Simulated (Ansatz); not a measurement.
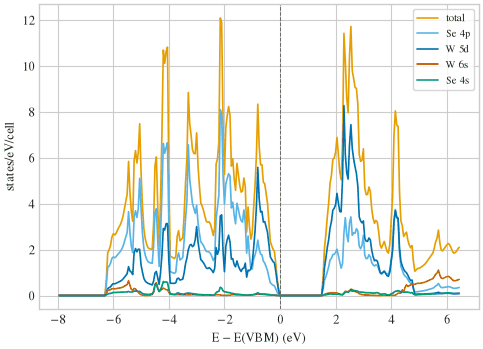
Total and projected density of states of WSe$_{2}$ in space group P6_3/mmc (No. 194; W on 2c, Se on 4f), plane-wave PAW PBE (Ansatz code)

Task: Which orbitals carry the states next to the gap?

Result: Top 1 eV of the valence band: W 5d 66 %, Se 4p 30 %. Bottom 1 eV of the conduction band: W 5d 65 %, Se 4p 29 %. Projections are on Löwdin-orthogonalised atomic valence shells; empty p or d shells of many metals are not among them.

Task: Where is the tallest occupied peak in this window, and what makes it?

Result: Near -2.2 eV, about 12 states/eV per cell; the largest projected share is Se 4p.

The cell was relaxed with PBE under the symmetry of its start. No spin polarisation was allowed. The volume lies over 15 % above that of the usual cell of this phase: another minimum, or an error of the functional. A crystal of weakly bound layers computed without a dispersion correction: the cell and the soft elastic constants depend strongly on that. Scalar-relativistic: spin–orbit coupling is off unless named, which matters more the heavier the elements.

Potentials: the later of the program's two PAW sets.
